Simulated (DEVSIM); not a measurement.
Device: Pt/SiO2/p-InP capacitor, at 300 K.

```tsv
layer (left to right)	material	thickness (nm)	Na (cm⁻³)
1	SiO2	9.40	-
2	InP	2000	9.6e16
```

Metal gate on the left, work function 5.6 eV. Fixed charge at the semiconductor interface 0 cm⁻² (in units of +e); no interface traps.

This is a model device: material constants are rounded textbook-type values typed into the input, and sizes, dopings and lifetimes were drawn at random. Values at 300 K.

| parameter | SiO2 | InP |
|---|---|---|
| gap (eV) | 9 | 1.344 |
| affinity (eV) | 0.9 | 4.38 |
| permittivity | 3.9 | 12.5 |
| Nc (cm⁻³) | - | 5.7e17 |
| Nv (cm⁻³) | - | 1.1e19 |

DEVSIM, 1D Poisson equation in equilibrium, Boltzmann statistics, complete ionisation; no quantum confinement or tunnelling. Metal contacts follow the ideal Schottky-Mott rule: no Fermi-level pinning, no interface dipoles.

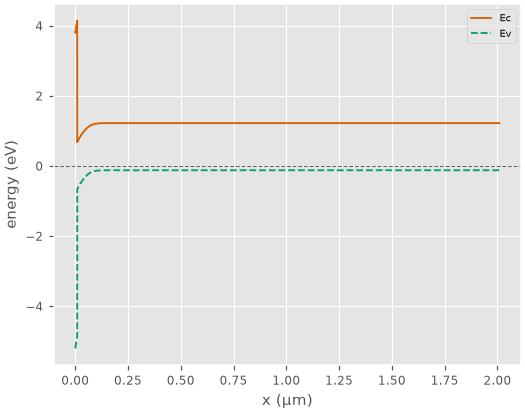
Fig. 1. Band edges at 0.9 V on the gate

Energies count from the Fermi level of the right contact; mesh points crowd at the junctions.

```
x (μm)    Ec (eV)  Ev (eV)  n (cm⁻³)  p (cm⁻³)  field (V/cm)
--------  -------  -------  --------  --------  ------------
0.000       3.800   -5.200     < 1e2     < 1e2        380000
0.001163    3.845   -5.155     < 1e2     < 1e2        380000
0.003195    3.923   -5.077     < 1e2     < 1e2        380000
0.006342    4.043   -4.957     < 1e2     < 1e2        380000
0.008745    4.136   -4.864     < 1e2     < 1e2        380000
0.009761    0.685   -0.659   1800000     9.2e7        120000
0.01145     0.704   -0.640    840000     2.0e8        120000
0.01710     0.768   -0.576     71000     2.3e9        110000
0.02690     0.868   -0.476      1500    1.1e11         95000
0.04754     1.036   -0.308     < 1e2    7.3e13         67000
0.09387     1.204   -0.140     < 1e2    4.9e16         11000
0.2369      1.221   -0.123     < 1e2    9.6e16           ≈ 0
0.4898      1.221   -0.123     < 1e2    9.6e16           ≈ 0
1.009       1.221   -0.123     < 1e2    9.6e16           ≈ 0
1.648       1.221   -0.123     < 1e2    9.6e16           ≈ 0
1.839       1.221   -0.123     < 1e2    9.6e16           ≈ 0
1.929       1.221   -0.123     < 1e2    9.6e16           ≈ 0
1.973       1.221   -0.123     < 1e2    9.6e16           ≈ 0
1.996       1.221   -0.123     < 1e2    9.6e16           ≈ 0
2.004       1.221   -0.123     < 1e2    9.6e16           ≈ 0
2.007       1.221   -0.123     < 1e2    9.6e16           ≈ 0
2.009       1.221   -0.123     < 1e2    9.6e16           ≈ 0
```
